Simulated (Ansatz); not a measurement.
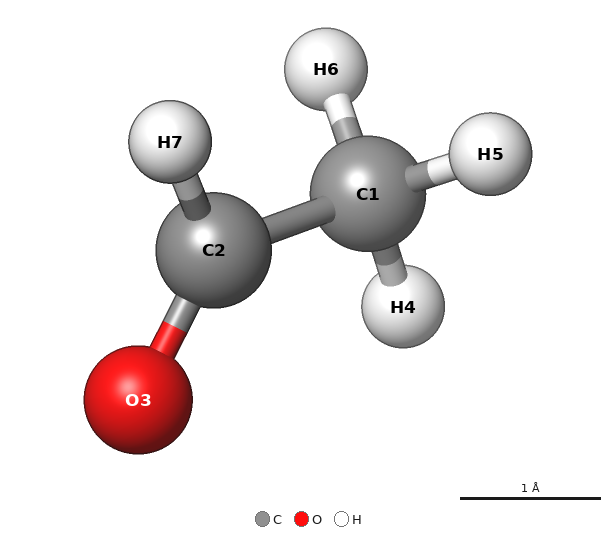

Numbered structure. The geometry was computed by an optimisation with PBE0-D4/def2-TZVP. No frequency run is at hand to confirm it as a minimum.

Give the bond lengths.

```csv
bond,length (Å)
C1–C2,1.494
C1–H4,1.089
C1–H5,1.095
C1–H6,1.095
C2–O3,1.200
C2–H7,1.113
```
